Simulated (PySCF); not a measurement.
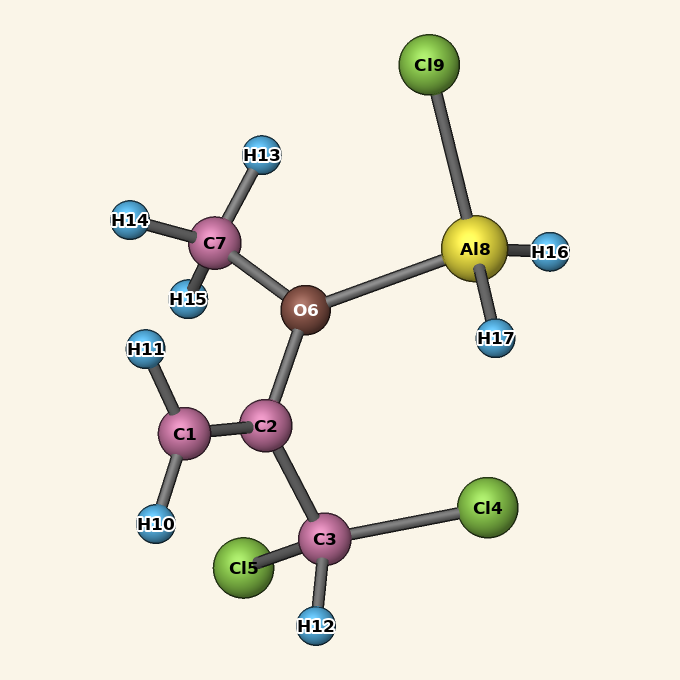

The questions are on isotropic NMR shieldings of the C atoms. The computed structure is the end point of a GFN2-xTB optimisation. No frequency run is at hand to confirm it as a minimum. Level of theory: GIAO PBE0/pcSseg-1 NMR shielding, non-relativistic, gas phase (PySCF 2.14.0).

Which C atom is the most shielded (lowest chemical shift)?

C7 (117.8 ppm).

Which C atom is the least shielded (highest chemical shift)?

C2 (21.7 ppm).

How wide is the range of C shifts?

96.1 ppm.

Give the isotropic NMR shieldings of the C atoms atom by atom.

```tsv
atom	σ (ppm)
C1	69.0
C2	21.7
C3	100.8
C7	117.8
```

The geometry is semi-empirical. Around Al such bond lengths and angles can be off by a tenth of an ångström or more and by several degrees, and values that hang on the shape move with them.
